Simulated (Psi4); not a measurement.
# B3LYP/def2-SVP (core potential) run of SnNH4Cl (SMILES [NH2][SnH2][Cl])

What is the vertical ionisation energy of SnNH4Cl at B3LYP/def2-SVP (core potential)? 

The results are computed with Psi4 1.11.

### Step 1. The molecule

SnNH4Cl: 7 atoms, total charge 0, spin state singlet. SMILES: `[NH2][SnH2][Cl]`. Geometry: relaxed at PBE0-D4/def2-TZVP. This is one conformer, not always the lowest.

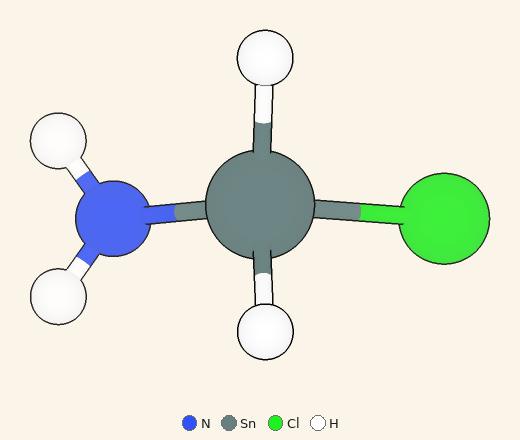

Viewed from a chosen angle; nitrogen blue, tin teal, chlorine green, hydrogen white.

### Step 2. Energy and forces at B3LYP/def2-SVP (core potential)

Input file job.json:

```json
{
  "schema_name": "qcschema_input",
  "schema_version": 1,
  "molecule": {
    "schema_name": "qcschema_molecule",
    "schema_version": 2,
    "symbols": ["N", "Sn", "Cl", "H", "H", "H", "H"],
    "geometry": [-1.83832557, -0.0379835, -1.57829926, 1.062593, 0.07823466, 0.848676, 1.59946419, -4.03173069, 2.36404738, -3.40812107, 0.91746203, -1.07052985, -1.42938884, 0.31218276, -3.4071762, 0.32654467, 1.84588448, 3.42909703, 3.80288485, 0.78763785, -0.67217558],
    "molecular_charge": 0,
    "molecular_multiplicity": 1,
    "fix_symmetry": "c1"
  },
  "driver": "gradient",
  "model": {
    "method": "b3lyp",
    "basis": "def2-SVP"
  },
  "keywords": {
    "puream": true,
    "e_convergence": 1e-09,
    "d_convergence": 1e-08,
    "scf_type": "pk",
    "dft_radial_points": 99,
    "dft_spherical_points": 590,
    "scf_properties": ["DIPOLE", "MULLIKEN_CHARGES", "QUADRUPOLE"]
  }
}
```

On the command line:

```console
$ psi4 --qcschema job.json -n 1 --memory 2200MB
```

stdout:

```text
[...]
    !!!  WARNING: ECP capability is in beta. Please check occupations closely.  !!!
[...]
  Running in c1 symmetry.
[...]
  Nuclear repulsion =  186.923705874778818
[...]
  Multiplicity = 1
[...]
  Nalpha       = 25
  Nbeta        = 25
[...]
    Number of basis functions: 78
[...]
   @RKS iter   1:  -731.28584962308628   -1.16135e+00   1.02417e-02 ADIIS/DIIS
[...]
   @RKS iter  11:  -731.57593597988364   -7.61702e-12   9.29701e-09 DIIS
[...]
    Orbital Energies [Eh]
    ---------------------
    Doubly Occupied:
       1A   -101.467063     2A    -14.315679     3A     -9.421514
       4A     -7.188139     5A     -7.181724     6A     -7.181659
       7A     -5.125103     8A     -3.468370     9A     -3.465308
      10A     -3.464811    11A     -1.056398    12A     -1.053161
      13A     -1.050458    14A     -1.046986    15A     -1.046436
      16A     -0.825158    17A     -0.777111    18A     -0.522956
      19A     -0.485541    20A     -0.380566    21A     -0.354818
      22A     -0.349684    23A     -0.294304    24A     -0.290559
      25A     -0.260030
[...]
  @RKS Final Energy:  -731.57593597988364
   => Energetics <=
    Nuclear Repulsion Energy =            186.9237058747788183
    One-Electron Energy =               -1461.4142662727538209
    Two-Electron Energy =                 587.2260315805053779
    DFT Exchange-Correlation Energy =     -44.3114071624139356
    Empirical Dispersion Energy =           0.0000000000000000
    VV10 Nonlocal Energy =                  0.0000000000000000
    Total Energy =                       -731.5759359798836385
[...]
 Multipole Moments:
 ------------------------------------------------------------------------------------
     Multipole            Electronic (a.u.)      Nuclear  (a.u.)        Total (a.u.)
 ------------------------------------------------------------------------------------
 L = 1.  Multiply by 2.5417464519 to convert [e a0] to [Debye]
 Dipole X            :          8.1578537           -8.3750827           -0.2172291
 Dipole Y            :         27.4173018          -26.1362595            1.2810423
 Dipole Z            :         -0.1671006           -0.3481298           -0.5152304
 Magnitude           :                                                    1.3977554
 L = 2.  Multiply by 1.3450342976 to convert [e a0^2] to [Debye ang]
 Quadrupole XX       :       -126.6186342           94.2495384          -32.3690958
 Quadrupole XY       :         54.9207496          -56.1329253           -1.2121757
[...]
  Mulliken Charges: (a.u.)
   Center  Symbol    Alpha    Beta     Spin     Total
       1     N     3.70132  3.70132  0.00000 -0.40265
       2    SN    10.67593 10.67593  0.00000  0.64813
       3    CL     8.64784  8.64784  0.00000 -0.29568
       4     H     0.43865  0.43865  0.00000  0.12271
       5     H     0.43866  0.43866  0.00000  0.12268
       6     H     0.54880  0.54880  0.00000 -0.09761
       7     H     0.54879  0.54879  0.00000 -0.09758
   Total alpha = 25.00000, Total beta = 25.00000, Total charge = -0.00000
[...]
  -Total Gradient:
     Atom            X                  Y                   Z
    ------   -----------------  -----------------  -----------------
       1        0.003841423900     0.003020699717     0.002439135891
       2       -0.004982400431    -0.006972170087    -0.002426969282
       3       -0.001928725025     0.012563765724    -0.004872138321
       4        0.006651379484    -0.003203594517    -0.001709489521
       5       -0.001113410319    -0.000835778654     0.007490446975
       6        0.000796693104    -0.002916830705    -0.002864664353
       7       -0.003264289555    -0.001671162707     0.001948124717
[...]
```

The result, in JSON:

```text
{
 "driver": "gradient",
 "model": {
  "method": "b3lyp",
  "basis": "def2-SVP"
 },
 "success": true,
 "return_result": [0.0038414238996918523, 0.003020699717102976, 0.0024391358910832023, -0.004982400430510257, -0.006972170087187493, -0.002426969281711438, -0.0019287250253548181, 0.0125637657237605, -0.0048721383208174054, 0.0066513794840772356, -0.0032035945166513646, -0.0017094895209157218, -0.0011134103193742168, -0.0008357786536410117, 0.007490446974618814, 0.00079669310435318, -0.002916830704777995, -0.002864664353397023, -0.0032642895553236517, -0.0016711627073223191, 0.0019481247173335284],
 "properties": {
  "calcinfo_nbasis": 78,
  "calcinfo_nmo": 78,
  "calcinfo_nalpha": 25,
  "calcinfo_nbeta": 25,
  "calcinfo_natom": 7,
  "nuclear_repulsion_energy": 186.92370587477882,
  "return_energy": -731.5759359798836,
  "return_gradient": [0.0038414238996918523, 0.003020699717102976, 0.0024391358910832023, -0.004982400430510257, -0.006972170087187493, -0.002426969281711438, -0.0019287250253548181, 0.0125637657237605, -0.0048721383208174054, 0.0066513794840772356, -0.0032035945166513646, -0.0017094895209157218, -0.0011134103193742168, -0.0008357786536410117, 0.007490446974618814, 0.00079669310435318, -0.002916830704777995, -0.002864664353397023, -0.0032642895553236517, -0.0016711627073223191, 0.0019481247173335284],
  "scf_one_electron_energy": -1461.4142662727538,
  "scf_two_electron_energy": 587.2260315805054,
  "scf_xc_energy": -44.311407162413936,
  "scf_dipole_moment": [-0.21722905754466026, 1.281042307494726, -0.5152303815688415],
  "scf_total_energy": -731.5759359798836,
  "scf_total_gradient": [0.0038414238996918523, 0.003020699717102976, 0.0024391358910832023, -0.004982400430510257, -0.006972170087187493, -0.002426969281711438, -0.0019287250253548181, 0.0125637657237605, -0.0048721383208174054, 0.0066513794840772356, -0.0032035945166513646, -0.0017094895209157218, -0.0011134103193742168, -0.0008357786536410117, 0.007490446974618814, 0.00079669310435318, -0.002916830704777995, -0.002864664353397023, -0.0032642895553236517, -0.0016711627073223191, 0.0019481247173335284],
  "scf_iterations": 11
 }
}
```

Run time: 9.3 s. Hardware: 1 thread of AMD EPYC 9R45 (Zen 5), shared host; peak memory 0.98 GiB.

### Step 3. The doublet cation at the same level

Input file clh4nsn_ase.py:

```python
import numpy as np
from ase.calculators.psi4 import Psi4
from ase import Atoms

atoms = Atoms(['N', 'Sn', 'Cl', 'H', 'H', 'H', 'H'], positions=[
    [-0.972800, -0.020100, -0.835200],
    [0.562300, 0.041400, 0.449100],
    [0.846400, -2.133500, 1.251000],
    [-1.803500, 0.485500, -0.566500],
    [-0.756400, 0.165200, -1.803000],
    [0.172800, 0.976800, 1.814600],
    [2.012400, 0.416800, -0.355700],
])
calc = Psi4(atoms=atoms, method='b3lyp', basis='def2-SVP', memory='2200MB', num_threads=1, charge=1, multiplicity=2, label='calc', reference='uks')
calc.psi4.set_options({'puream': True, 'e_convergence': 1e-09, 'd_convergence': 1e-08, 'scf_type': 'pk', 'dft_radial_points': 99, 'dft_spherical_points': 590, 'maxiter': 100})
atoms.calc = calc

forces = atoms.get_forces()
print(f'energy: {atoms.get_potential_energy():.6f} eV')
print('forces / eV A^-1')
print(np.round(forces, 5))
```

On the command line:

```console
$ python clh4nsn_ase.py
```

calc.dat (excerpt; [...] marks lines left out):

```text
[...]
    !!!  WARNING: ECP capability is in beta. Please check occupations closely.  !!!
[...]
  Running in c1 symmetry.
[...]
  Nuclear repulsion =  186.923705781262044
[...]
  Multiplicity = 2
[...]
  Nalpha       = 25
  Nbeta        = 24
[...]
    Number of basis functions: 78
[...]
   @UKS iter   1:  -730.84928515162653   -8.18154e-01   1.07222e-02 DIIS/ADIIS
[...]
   @UKS iter  26:  -731.22138503837937    2.93312e-11   6.40392e-09 DIIS
[...]
   @S^2 Observed:                7.567881791E-01
[...]
  @UKS Final Energy:  -731.22138503837937
   => Energetics <=
    Nuclear Repulsion Energy =            186.9237057812620435
    One-Electron Energy =               -1449.7687455487182433
    Two-Electron Energy =                 575.6652878811963774
    DFT Exchange-Correlation Energy =     -44.0416331521195730
    Empirical Dispersion Energy =           0.0000000000000000
    VV10 Nonlocal Energy =                  0.0000000000000000
    Total Energy =                       -731.2213850383793670
[...]
 Multipole Moments:
 ------------------------------------------------------------------------------------
     Multipole            Electronic (a.u.)      Nuclear  (a.u.)        Total (a.u.)
 ------------------------------------------------------------------------------------
 L = 1.  Multiply by 2.5417464519 to convert [e a0] to [Debye]
 Dipole X            :          6.9412955           -8.3750827           -1.4337872
 Dipole Y            :         27.6498188          -26.1362595            1.5135593
 Dipole Z            :         -1.2577133           -0.3481298           -1.6058431
 Magnitude           :                                                    2.6316040
[...]
  -Total Gradient:
     Atom            X                  Y                   Z
    ------   -----------------  -----------------  -----------------
       1        0.015858875803    -0.010374670733     0.016095738456
       2       -0.052972004165     0.005948227856    -0.046446469131
       3        0.000609636557     0.004586477658    -0.000659349285
       4        0.023255669230    -0.002162560190    -0.001865477804
       5        0.002251048410     0.004253299302     0.022969359808
       6        0.008263065879    -0.001979568755     0.001679409021
       7        0.002733342881    -0.000286250624     0.008230350664
[...]
```

Standard output:

```text
energy: -19897.547378 eV
forces / eV A^-1
[[-0.8155   0.53349 -0.82768]
 [ 2.72393 -0.30587  2.38837]
 [-0.03135 -0.23585  0.03391]
 [-1.19585  0.1112   0.09593]
 [-0.11575 -0.21871 -1.18113]
 [-0.4249   0.10179 -0.08636]
 [-0.14055  0.01472 -0.42322]]
```

It took 24 s on 1 thread of AMD EPYC 9R45 (Zen 5), shared host; peak memory 1 GiB.

### Step 4. Outcome

At B3LYP/def2-SVP (core potential):

| quantity | value |
| --- | --- |
| singlet SnNH4Cl: total energy | -731.57594 Eh |
| singlet SnNH4Cl: dipole moment | 3.55 D |
| singlet SnNH4Cl: HOMO energy | -7.08 eV |
| singlet SnNH4Cl: LUMO energy | -0.36 eV |
| singlet SnNH4Cl: HOMO–LUMO gap | 6.72 eV |
| singlet SnNH4Cl: largest force on an atom | 0.700 eV/Å |
| doublet cation: total energy | -731.22139 Eh |
| doublet cation: HOMO energy (highest over α and β) | -13.14 eV |
| doublet cation: LUMO energy (lowest over α and β) | -12.14 eV |
| doublet cation: ⟨S²⟩ | 0.757 |
| doublet cation: largest force on an atom | 3.636 eV/Å |
| vertical ionisation energy (to the doublet cation) | 9.648 eV |

What this shows: The vertical ionisation energy comes to 9.65 eV (931 kJ/mol). The largest force (singlet SnNH4Cl) is 0.70 eV/Å: the shape isn't a stationary point for this species at this level. −ε(HOMO) before ionisation, 7.08 eV, is 2.57 eV below this ionisation energy.
